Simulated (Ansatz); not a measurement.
The reference is BaCu₂S₂ (space group I4/mmm, No. 139; a = 3.837 Å, c = 12.406 Å; a cell from a computed database, its experimental status unchecked).

The same geometry is solved again with PBEsol+SOC.

Levels (all Ansatz, a program for electronic structure, PAW): PBEsol+SOC (420 eV, with spin-orbit coupling); PBEsol (420 eV, no spin-orbit coupling).

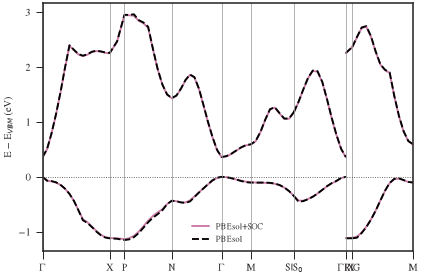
Highest valence and lowest conduction band along the path, each from its own valence-band maximum

The gap is 0.36 eV, direct at Γ; the base has 0.36 eV.

Single points use the geometry relaxed with PBEsol. The spin-orbit shifts are approximate. Whether these cells are dynamically stable was not tested. The runs without spin-orbit coupling are not spin-polarised.
